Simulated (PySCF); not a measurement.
# C3H5N3O: the cost of one run

Computed with PySCF 2.14.0, with density-fitted response routines of our own, on a single molecule in the gas phase. Atoms are numbered from 0 throughout.

## Step 1: The molecule as given

12 atoms, charge 0, multiplicity 1; geometry from: GFN2-xTB.

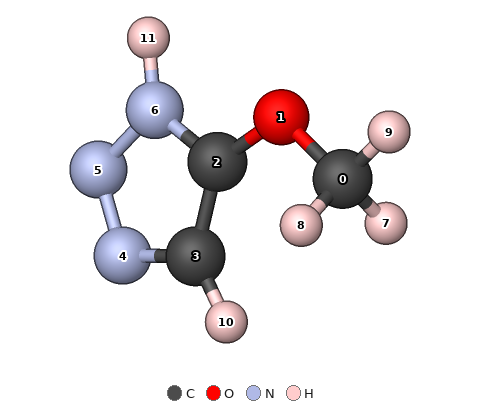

As it starts; carbon dark grey, oxygen red, nitrogen light blue, hydrogen pink, atoms numbered.

## Step 2: Excited states and response: wB97X-D/def2-SVPD

What the job is given:

```
{"job": {"kind": "uv", "xc": "wB97X-D", "basis": "def2-SVPD", "nstates": 8, "ntriplets": 3}, "charge": 0, "multiplicity": 1}
C     -1.921992     0.062309     0.119723
O     -0.818091    -0.725472     0.518826
C      0.383084    -0.264893     0.130403
C      0.834542     0.823374    -0.590410
N      2.179137     0.741342    -0.649601
N      2.581809    -0.292958    -0.031822
N      1.513507    -0.935951     0.460010
H     -1.984173     0.127047    -0.970111
H     -1.856182     1.070371     0.538372
H     -2.802942    -0.442386     0.510309
H      0.298538     1.625308    -1.051153
H      1.593962    -1.788777     0.989427
```

Level: TDDFT wB97X-D/def2-SVPD, vertical, gas phase, core orbitals frozen in the response.

On the command line:

```
$ OMP_NUM_THREADS=1 python probes_run.py task.json out
```

One launch serves the whole session: the jobs run in the order shown.

Q: Estimate the wall time and peak memory of this first job on 1 thread of Arm Neoverse V1, shared host.

About 29 s, with a peak of 0.81 GiB.
